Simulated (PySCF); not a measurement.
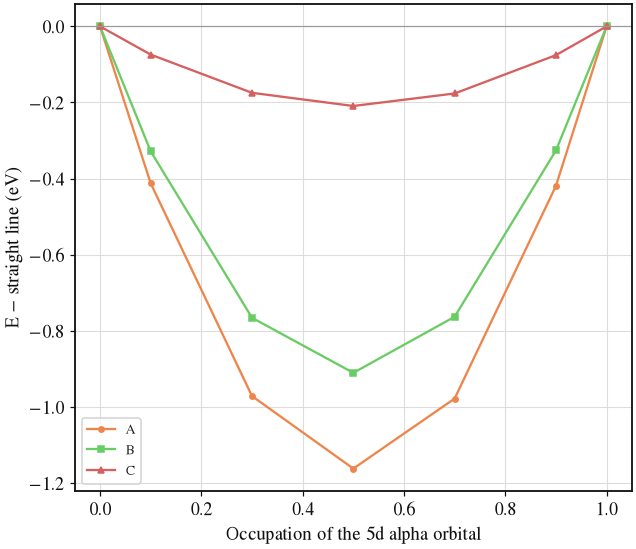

One 5d alpha orbital of Hf²⁺ ([Xe] 4f¹⁴ 5d²) is emptied in steps. The plot gives the energy less the straight line between the integer ends. PySCF, aug-cc-pVDZ-PP with a 60-electron core potential, unrestricted single determinants, no spin-orbit coupling. The curves are LC-wPBE, PBE0 and r2SCAN in some order.

Question: Which curve is which method, and what does its shape mean?

Answer: A is r2SCAN: convex (delocalisation error), largest departure −1.2 eV, removal energy 22.52 eV; B is PBE0: convex (delocalisation error), largest departure −0.91 eV, removal energy 22.53 eV; C is LC-wPBE: convex (delocalisation error), largest departure −0.21 eV, removal energy 22.39 eV. The NIST theoretical removal energy is 22.55 eV. The exact energy is a straight line between whole electron numbers.
